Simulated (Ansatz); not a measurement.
The starting structures come from a database of crystals and need not be the phases stable at ambient conditions.

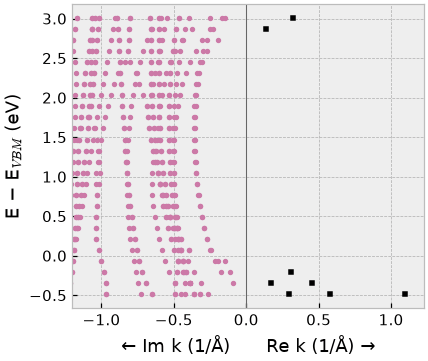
*Complex bands at the centre of the two-dimensional zone; r2SCAN (Ansatz, a program for electronic structure)*

No gap correction and no spin-orbit coupling; mid-gap values are interpolated between computed energies.

**Question.** This is BaTi(BO$_{3}$)$_{2}$ (R-3, not sure to be the ambient phase, 10 atoms a cell, 12.5 Å³ an atom, -5 GPa at this level) along the normal of (110). Read off the slowest decay at the centre of the two-dimensional zone at 1.47 eV, the computed energy nearest the middle of the gap.

**Answer.** κ ≈ 0.35 1/Å, a decay length 1/(2κ) of the density of 1.4 Å.
